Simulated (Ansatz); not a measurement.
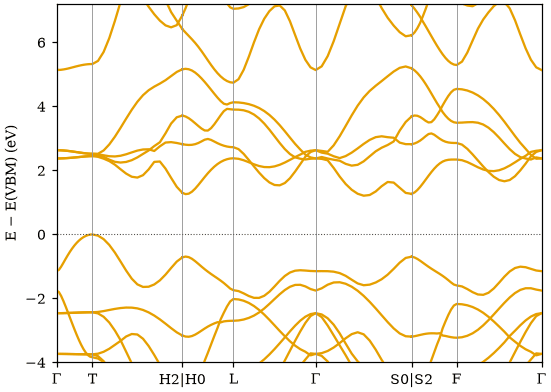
Figure. Band structure from r²SCAN+D4 (plane waves, PAW; program Ansatz)

**Question.** Read off the gap and where the band edges lie.

**Answer.** About 1.2 eV (1.21 eV by a search for the band edges); maximum at T, minimum on the Γ–S0 line, 52 % of the way from Γ.

The material is WS2 in space group R3m (No. 160; W on 3a, S on 3a, S on 3a).

The workflow started from a Materials Project entry (that database holds measured and hypothetical structures alike); the Crystallography Open Database files this formula in space group No. 160, but the cells were not matched. It is not the phase usual at ambient conditions (space group No. 194). The cell was relaxed with r²SCAN+D4 under the symmetry of its start; its stability against distortions is not shown here. The run is not spin-polarised. Spin–orbit coupling is left out wherever it is not named.

Potentials: the later of the program's two PAW sets.
